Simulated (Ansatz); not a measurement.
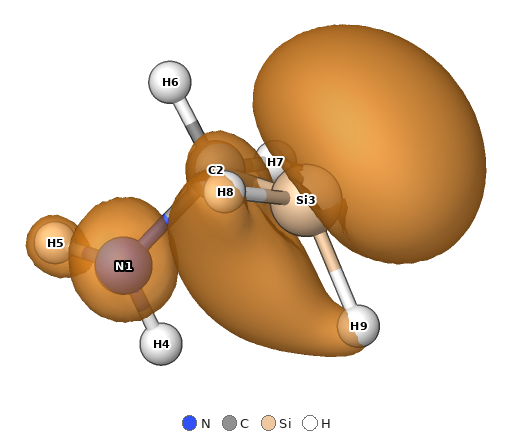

CH$_{6}$NSi (SMILES NC[SiH2]) (doublet). Isosurfaces of the spin density at +0.015 (orange) and −0.015 e/Å³ (purple), seen at an oblique angle.

Level of theory: Ansatz, UKS PBE/6-31G*.

```xyz
9

N    -0.9399    0.7065   -0.6548
C     0.4085    0.4035   -0.1537
Si    0.1577   -0.7114    1.3930
H    -1.3015   -0.0869   -1.1922
H    -0.9285    1.5182   -1.2840
H     0.8767    1.3420    0.1913
H     1.1084   -0.0539   -0.8853
H    -0.6168    0.0346    2.4467
H    -0.6288   -1.9385    0.9998
```

Where is the unpaired spin?

Answer. The unpaired spin (1 electron) lies mostly on Si3 (about 0.8), in electrons by Hirshfeld's partition. Only one sign reaches the isovalue.
